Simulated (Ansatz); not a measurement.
# C$_{2}$H$_{7}$B: what the fields show

The calculation's input:

```
crystal:
  periodic: [false, false, false]
  atoms:
    - {symbol: B, position_ang: [0.037509, 0.042968, -0.225434]}
    - {symbol: H, position_ang: [0.958379, -0.314489, -1.188280]}
    - {symbol: C, position_ang: [-1.117846, 0.357273, -0.997956]}
    - {symbol: H, position_ang: [1.065756, 0.518516, -1.012054]}
    - {symbol: C, position_ang: [0.489495, -0.324820, 1.229729]}
    - {symbol: H, position_ang: [-2.120911, 0.399652, -0.581300]}
    - {symbol: H, position_ang: [-1.074715, 0.576853, -2.059848]}
    - {symbol: H, position_ang: [0.963692, -1.308543, 1.296296]}
    - {symbol: H, position_ang: [-0.388748, -0.347823, 1.880017]}
    - {symbol: H, position_ang: [1.187389, 0.400314, 1.658931]}
basis:
  gaussian: {orbitals: def2-TZVPP}
hamiltonian: {xc: pbe0, dispersion: d4}
output: {orbitals: {seedname: orbitals}}
```

Launched as:

```sh
ansatz run in.yaml --threads 2 --pin off --events-out ev --progress --plain --max-ram 4352MiB
```

The reactant side of a reaction path; geometry: PBE0-D4/def2-TZVP.

Level of theory: RKS PBE0-D4/def2-TZVPP (Ansatz 0.2.0).

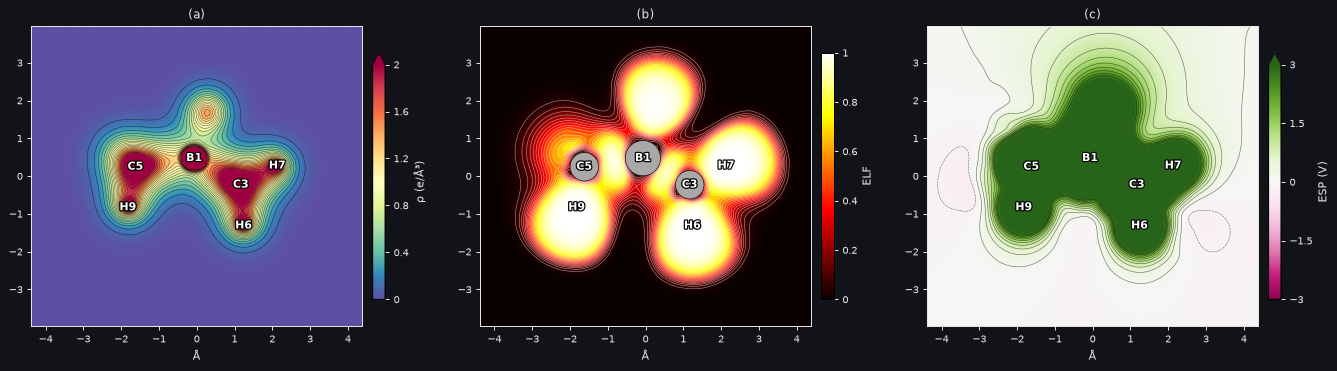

Figure 1. (a) electron density; (b) ELF; (c) molecular electrostatic potential on the plane of atoms H6, C3 and H7. Grey discs cover the atomic cores in the ELF map.

Question: Interpret the plot.

Answer: The section cuts through B, C and H sites. C–B (1.42 Å): ρ at the midpoint is about 1.8 e/Å³; the ELF peaks at about 0.95 between the atoms, as expected for localised, covalent bonding. C–H (1.09 Å): ρ at the midpoint is about 2 e/Å³; the ELF climbs to about 1 towards the hydrogen, as it does in any bond to H (a covalent bond by its length). C–B (1.57 Å): ρ is about 1.4 e/Å³ halfway; the ELF peaks at about 1 between the atoms (localised, covalent bonding). The potential has no marked negative region in this plane.

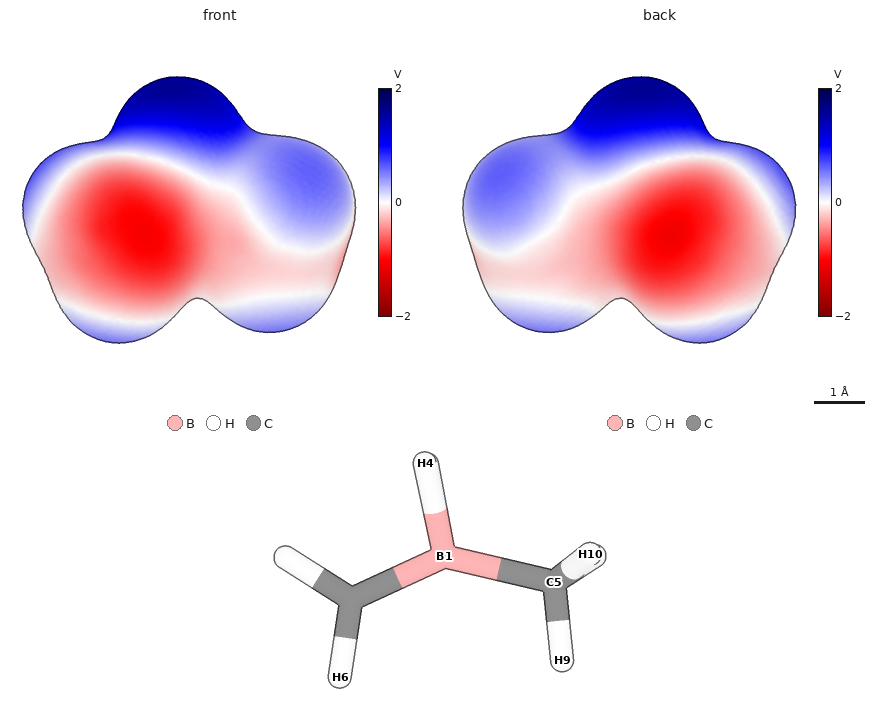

Figure 2. The molecular electrostatic potential painted on the density surface at 0.002 e/bohr³, seen from the front and from behind; the colour scale runs from red (negative) to blue (positive). The bare structure is drawn below in the same view.

Question: Describe the electrostatic potential map.

Answer: The most negative region (about −1.1 V, or −25 kcal/mol for a unit charge) lies over the π face of C3, the most positive (about +1.6 V, or +37 kcal/mol for a unit charge) over H2 and H4.

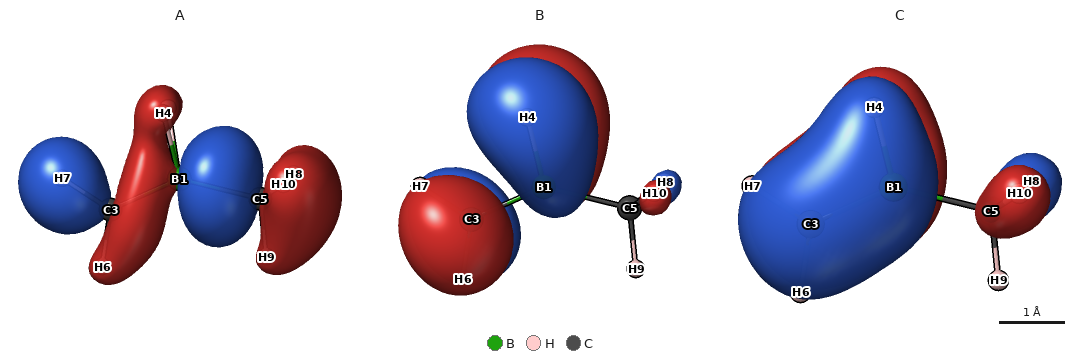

Figure 3. Three frontier orbitals at ±0.1 Å⁻³ᐟ² (blue and red are the two phases), in no order.

Question: Order the three orbitals by energy and name them.

Answer: A is the HOMO−1 (−9.64 eV). It lies mainly on C5 (about 35 %), B1 (about 20 %), C3 (about 15 %) and H7 (about 10 %). C is the HOMO (−6.57 eV). Its weight (Hirshfeld) is mainly on C3 (about 45 %) and B1 (about 30 %); π-bonding across C3–B1. B is the LUMO (−0.59 eV). It lies mainly on C3 (about 30 %), B1 (about 20 %), H2 (about 15 %) and H4 (about 15 %).

Question: What is the HOMO–LUMO gap?

Answer: 5.98 eV between the orbital energies.

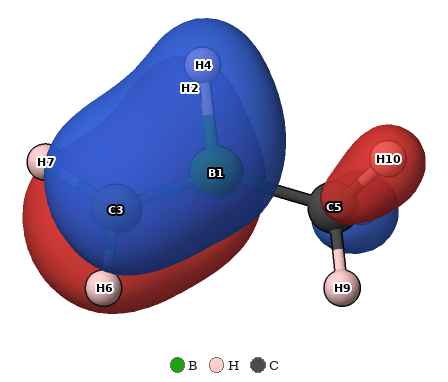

Figure 4. One frontier orbital at ±0.1 Å⁻³ᐟ² (blue and red are the two phases), seen at a tilt.

Question: Which orbital is it: HOMO or LUMO?

Answer: The HOMO, at −6.57 eV. It lies mainly on C3 (about 45 %) and B1 (about 30 %); π-bonding across C3–B1.
